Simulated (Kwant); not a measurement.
System: In0.53Ga0.47As/In0.52Al0.48As stack with 1 barrier. One parabolic valley. Leads of mass 0.041 mₑ with the band edge at 0; grid 0.1 nm; bias swept from 0.0208 to 0.44254 V, dropping linearly over the stack. Emitter Fermi level 0.066 eV, 300 K, equal in the collector.

```tsv
layer	thickness (nm)	band offset (eV)	mass (mₑ)
1	4.9	0.52	0.075
```

Constants are typed, rounded textbook-type inputs, not results; the design itself was drawn at random and stands for no fabricated device.

Model: one-band effective-mass tight-binding model in one dimension, coherent, no space charge, current by the Tsu-Esaki formula (Kwant).

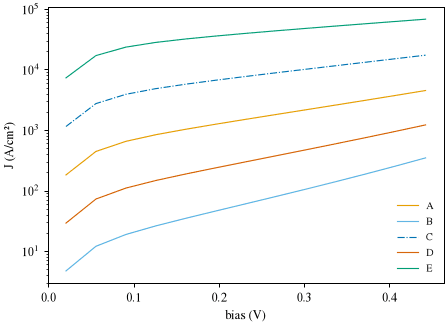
Figure: J (A/cm²) of 5 runs

```
bias (V)     A     B      C     D      E
--------  ----  ----  -----  ----  -----
0.02080    181  4.69   1140  28.9   7270
0.05595    442  12.0   2730  72.3  17000
0.09109    650  18.8   3890   110  23400
0.1262     836  26.0   4830   146  28000
0.1614    1030  34.8   5720   188  32000
0.1965    1250  45.9   6650   237  35700
0.2317    1500  60.4   7680   298  39600
0.2668    1800  79.5   8810   374  43500
0.3020    2160   105  10100   470  47800
0.3371    2580   140  11500   592  52200
0.3723    3100   187  13200   748  57100
0.4074    3730   253  15100   950  62200
0.4425    4490   346  17300  1210  67800
```

Q: Column A is the base. The others each differ by one change: thickness of the first barrier 4.9 → 2.9 nm; thickness of the first barrier 4.9 → 3.9 nm; thickness of the first barrier 4.9 → 5.9 nm; thickness of the first barrier 4.9 → 6.9 nm. Which is which?

A: B: thickness of the first barrier 4.9 → 6.9 nm; C: thickness of the first barrier 4.9 → 3.9 nm; D: thickness of the first barrier 4.9 → 5.9 nm; E: thickness of the first barrier 4.9 → 2.9 nm.
